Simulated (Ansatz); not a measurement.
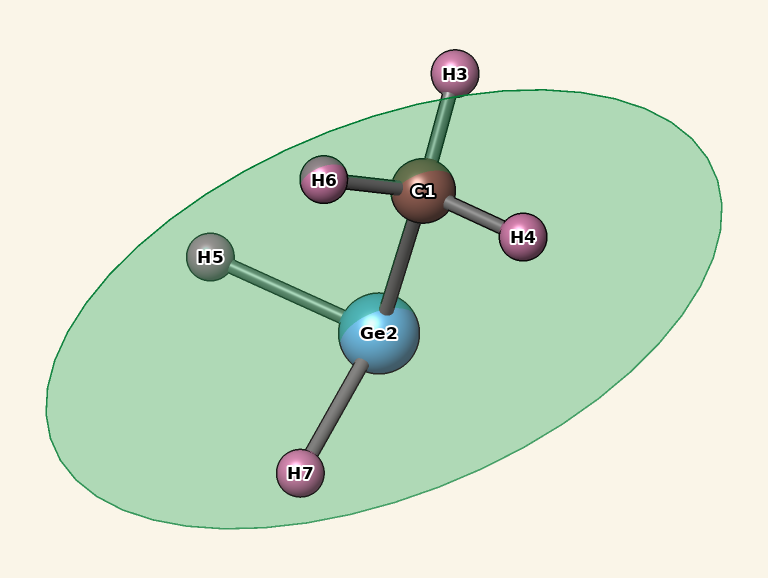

A disc through the centre of mass is drawn in. Atoms fade into the background with distance from the viewer. Charge −1, singlet. The geometry was computed by an optimisation with PBE0-D4/def2-TZVPD. No frequency run is at hand to confirm it as a minimum.

Is the plane of the disc a mirror plane of the structure?

Answer. Yes. The reflection leaves C1, Ge2, H6 in place and moves H3 ↔ H4; H5 ↔ H7. The point group is Cs.
